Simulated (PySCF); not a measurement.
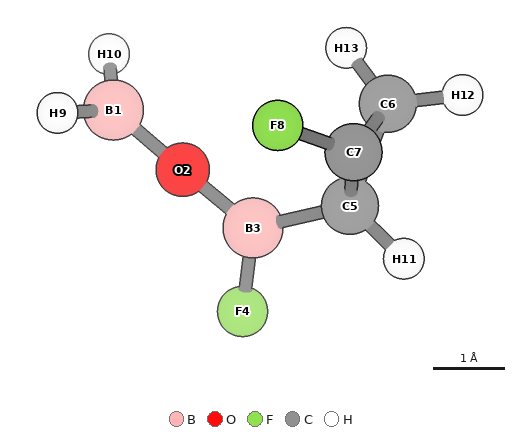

Fig. 1: The structure (ball-and-stick view, seen at a tilt; atoms are numbered from 1 in the order of the input). Bond lengths as drawn: B–C 1.58 Å, B–F 1.35 Å, B–H 1.18 Å, B–O 1.30 Å, C–C 1.46 to 1.55 Å, C–F 1.35 Å and C–H 1.08 Å.

## EPR calculation of C3H5B2F2O

- system: C3H5B2F2O, multiplicity 2
- method: UKS B3LYP, pcH-1 on B C F H O, non-relativistic, mean-field spin-orbit, GIAO (PySCF 2.14.0)

It belongs to a series of runs on one base structure; here: H removed from sp3 C.

The input
```
{"job": {"kind": "epr", "basis": "pcH-1"}, "charge": 0, "multiplicity": 2}
B      2.384460     0.247704     0.019030
O      1.337333    -0.098619    -0.677219
B      0.272910    -0.426348    -1.350891
F      0.438880    -0.969320    -2.570650
C     -1.200021    -0.232998    -0.813691
C     -1.510829    -0.318797     0.706445
C     -1.557560     0.949034    -0.008639
F     -0.735066     1.985617     0.233765
H      2.828092     1.329835    -0.108800
H      2.852674    -0.531272     0.769296
H     -1.983274    -0.625854    -1.451714
H     -2.437950    -0.798612     0.980818
H     -0.694038    -0.509881     1.393274
```

The first line tells a small driver script what to run in PySCF; the rest is the geometry in Å.

Hardware: 1 CPU thread, shared host.

Run as:
```bash
OMP_NUM_THREADS=1 python <driver script> task.json out
```

What the program printed
```
UKS, coarse grid
  cycle   1  E = -441.87142877  |g| = 6.40e-01
  cycle   2  E = -441.67237909  |g| = 1.02e+00
  cycle   3  E = -442.00173464  |g| = 9.17e-02
  cycle   4  E = -442.00439372  |g| = 5.17e-02
  cycle   5  E = -442.00530350  |g| = 1.09e-02
  cycle   6  E = -442.00534618  |g| = 4.72e-03
  cycle   7  E = -442.00535713  |g| = 1.29e-03
  cycle   8  E = -442.00535749  |g| = 8.37e-04
UKS, final grid
  cycle   1  E = -442.00542634  |g| = 1.27e-03
  cycle   2  E = -442.00542546  |g| = 2.09e-03
  cycle   3  E = -442.00542693  |g| = 1.15e-04
  cycle   4  E = -442.00542694  |g| = 3.86e-05
  cycle   5  E = -442.00542694  |g| = 2.08e-05
E = -442.00542694 Eh   <S^2> = 0.7525 (exact 0.7500)
g shifts (ppm)      1          2          3
  rmc          -202       -202       -202
  gc             23        -30        -14
  oz_so        -156       2436       2898
  total        -334       2204       2682
hyperfine (MHz)  atom isotope    a_iso     a_fc   dipolar eigenvalues
    0   11B      -0.39      -0.39     -0.40     -0.22      0.62
    1   17O      -3.02      -3.02     -2.20      0.92      1.29
    2   11B      12.10      12.10     -2.27     -0.98      3.26
    3   19F       1.54       1.54     -5.83     -4.07      9.90
    4   13C      -1.22      -1.22     -7.98     -4.37     12.35
    5   13C       8.03       8.03     -6.75     -3.61     10.37
    6   13C     497.04     497.04    -69.83    -64.10    133.93
    7   19F     229.31     229.31   -237.94   -208.92    446.86
    8    1H       2.07       2.07     -0.84     -0.72      1.56
    9    1H       0.64       0.64     -0.67     -0.65      1.32
   10    1H      57.88      57.88     -7.00     -4.66     11.65
   11    1H      45.06      45.06     -6.59     -4.64     11.23
   12    1H      20.08      20.08     -5.71     -1.83      7.54
```

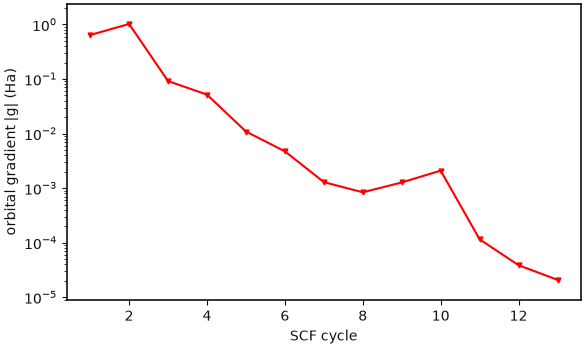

Fig. 2: Convergence of the self-consistent field: orbital gradient |g| against the SCF cycle. All cycles printed in the log are drawn one after another.

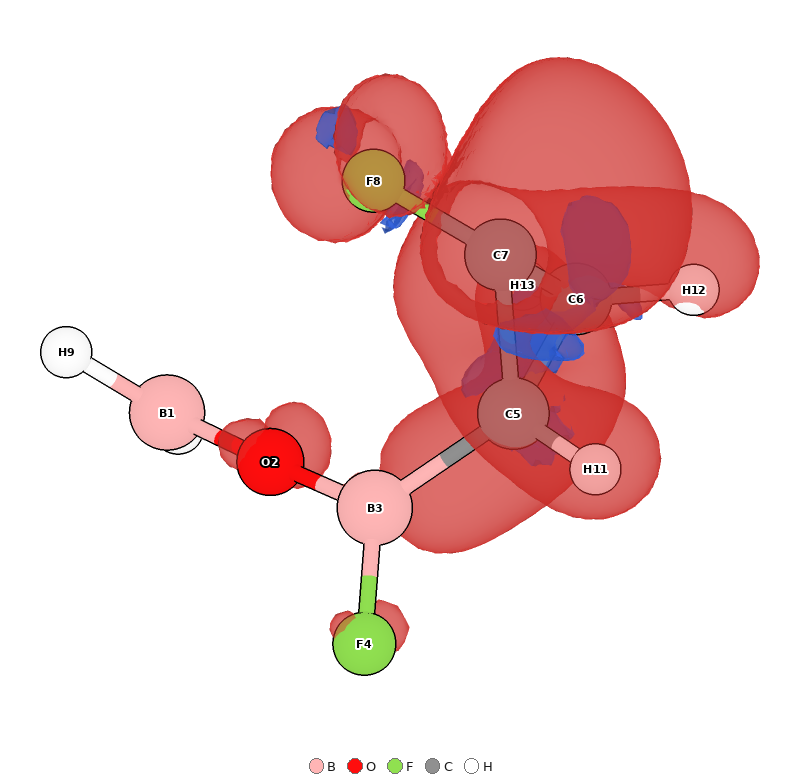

Fig. 3: Isosurfaces of the spin density (α minus β) at +0.006 (red) and −0.006 e/Å³ (blue), seen at a tilt. The unpaired spin (1 electron) lies mostly on C7 (about 0.7), F8 (about 0.1) and C6 (about 0.1), in electrons by Hirshfeld's partition.

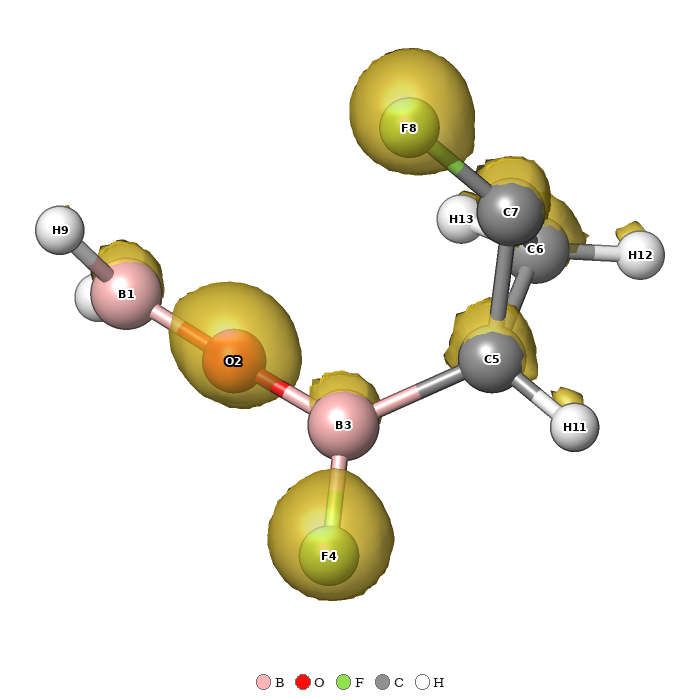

Fig. 4: Isosurface of the electron density at 2 e/Å³ (yellow), seen at a tilt. At this value the surface falls into 13 separate pieces. It is pinched off along the B–O (1.30 Å), C–F (1.35 Å) and C–C (1.46 Å) contacts. On the grid the lowest density along these lines, outside the cores, is 1.3 e/Å³ (B–O, 1.30 Å), 1.5 e/Å³ (C–F, 1.35 Å), 2.6 e/Å³ (B–F, 1.35 Å) and 1.5 e/Å³ (C–C, 1.46 Å).

Results in brief

| quantity | value |
| --- | --- |
| outcome | converged |
| total energy | −442.005427 hartree |
| ⟨S²⟩ | 0.752 |
| isotropic g | 2.0038 |
| wall time | 44 s |
| peak memory | 0.93 GiB |
